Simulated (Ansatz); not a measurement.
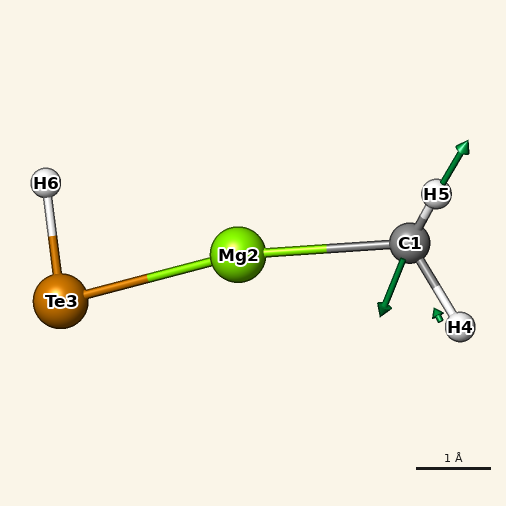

Arrows show the forces on the atoms, 0.05 Å of arrow for 1 eV/Å; forces under a tenth of the largest aren't drawn. The species has charge +1 and is a spin singlet. Level of theory: PBE0-D4/def2-TZVPP (Ansatz 0.2.0).

**On which atom is the force largest, and how large is it?**

On C1: 18.25 eV/Å.

**Which bond do the forces act along most?**

C1–H5, now 0.865 Å: the forces push its atoms apart, so a first step downhill lengthens it.

List the force components in the frame of the picture (x right, y up, z towards the viewer), in eV/Å.

```json
{"atom": "C1", "Fx": "−6.37", "Fy": "−15.83", "Fz": "−6.48"}
{"atom": "Mg2", "Fx": "0.77", "Fy": "−0.15", "Fz": "−0.16"}
{"atom": "Te3", "Fx": "0.75", "Fy": "−0.55", "Fz": "0.29"}
{"atom": "H4", "Fx": "−1.95", "Fy": "3.85", "Fz": "−0.73"}
{"atom": "H5", "Fx": "7.01", "Fy": "11.89", "Fz": "7.08"}
{"atom": "H6", "Fx": "−0.21", "Fy": "0.79", "Fz": "−0.01"}
```
